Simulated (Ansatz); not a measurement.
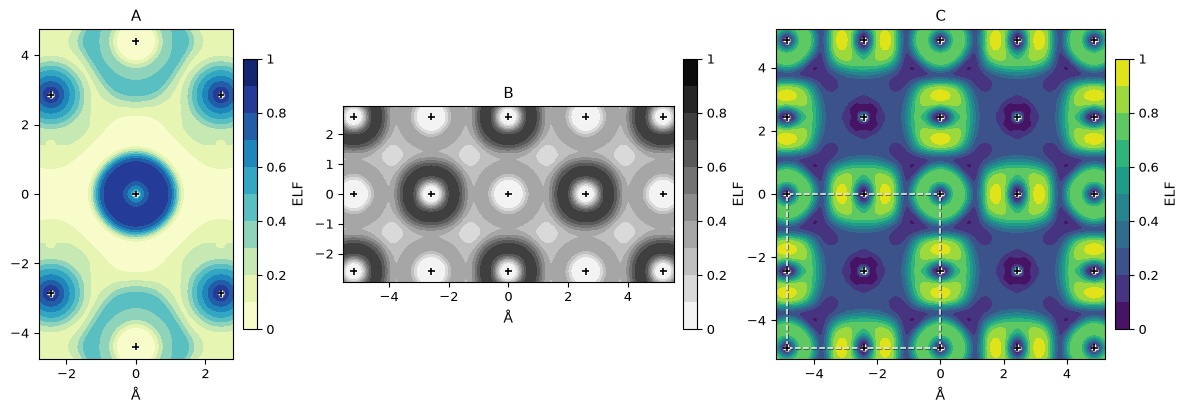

The electron localisation function of 3 systems, each on a plane through atoms (crosses mark nuclei in the plane).

Theory: DFT PBE, scalar-relativistic, plane waves, PAW in Ansatz.

System 1: KAg$_{4}$Sb$_{3}$, the (100) plane of the conventional cell. Space group P4/mmm; a structure generated by program, which may or may not match a known phase.

System 2: Nb$_{2}$Ga$_{3}$C$_{3}$, the (010) plane of the conventional cell. Space group Pm-3m; a structure generated by program, which may or may not match a known phase; computed without spin polarisation.

```
Nb Ga C
1.0
     4.86813    0.00000    0.00000
     0.00000    4.86813    0.00000
     0.00000    0.00000    4.86813
Nb Ga C
2 3 3
Direct
  0.50000 0.50000 0.50000
  0.00000 0.00000 0.00000
  0.00000 0.50000 0.50000
  0.50000 0.00000 0.50000
  0.50000 0.50000 0.00000
  0.50000 0.00000 0.00000
  0.00000 0.50000 0.00000
  0.00000 0.00000 0.50000
```

System 3: TlB, the (010) plane of the conventional cell. Space group Fm-3m; a structure generated by program, which may or may not match a known phase.

```xyz
8
Lattice="3.6641 3.6641 0.0000 -3.6641 3.6641 0.0000 0.0000 0.0000 5.1790" Properties=species:S:1:pos:R:3 pbc="T T T"
Tl   -1.8321    1.8321    0.0000
Tl    0.0000    0.0000    2.5895
Tl    1.8321    1.8321    0.0000
Tl    0.0000    3.6641    2.5895
B     0.0000    0.0000    0.0000
B    -1.8321    1.8321    2.5895
B     0.0000    3.6641    0.0000
B     1.8321    1.8321    2.5895
```

**Which map belongs to which system?**

Panel A is system 1, KAg$_{4}$Sb$_{3}$: the plane holds K, Ag and Sb. Panel B is system 3, TlB: the plane holds Tl and B. Tl–B (2.59 Å): the ELF peaks at about 0.80 in the valence shell of B, 0.8 Å from its nucleus, and drops to about 0.30 between the two atoms. Panel C is system 2, Nb$_{2}$Ga$_{3}$C$_{3}$: the plane holds Nb, Ga and C. Nb–C (2.43 Å): the ELF peaks at about 0.90 in the valence shell of C, 0.8 Å from its nucleus, and is about 0.35 at the midpoint.
